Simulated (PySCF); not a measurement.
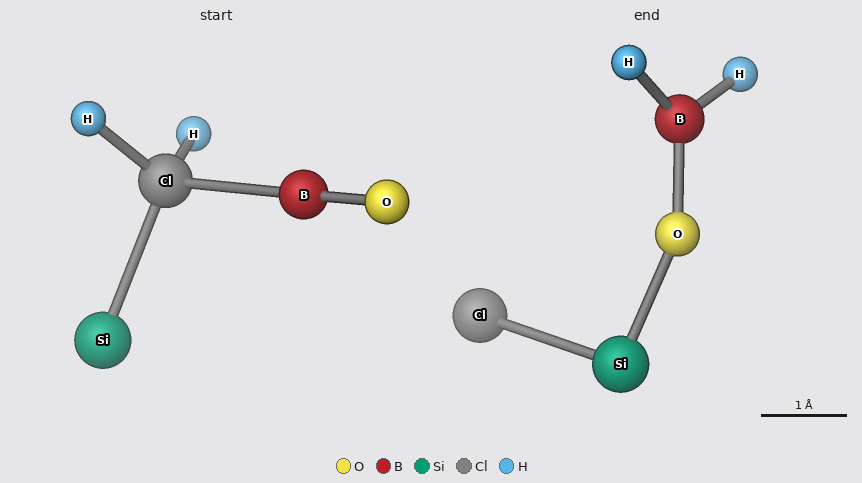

The structure of BSiH2OCl before (left) and after (right) a relaxation, at one scale.

The picture is a ball-and-stick view, seen at a tilt.

It is one of the separated reactants of a reaction.

Level of theory: PySCF, RKS PBE-D4/def2-SVP, density fitting. 

Summarise the run.

Answer. The relaxation stopped without meeting its thresholds, so the last structure isn't shown to be converged. The energy falls by 325.8 kcal/mol in 89 geometry steps. The atom that moves furthest after the best rigid fit is the Cl atom (2.24 Å). By element the largest moves are Cl 2.24 Å, O 2.04 Å, H 1.78 Å, Si 1.31 Å, B 1.23 Å. Near-neighbour distances that change, for instance: Cl–H 1.330 → 4.217 Å, Cl–H 1.330 → 4.110 Å, O–Si 4.299 → 1.691 Å, B–Cl 1.993 → 3.575 Å. New bonds form, among them: B–H (2.74 → 1.23 Å), O–Si (4.30 → 1.69 Å). Bonds break, among them: B–Cl (1.99 → 3.57 Å), Cl–H (1.33 → 4.11 Å), Cl–H (1.33 → 4.22 Å). Cost: 15 min on 2 threads of Oxide Virtual Turin-like (shared host).
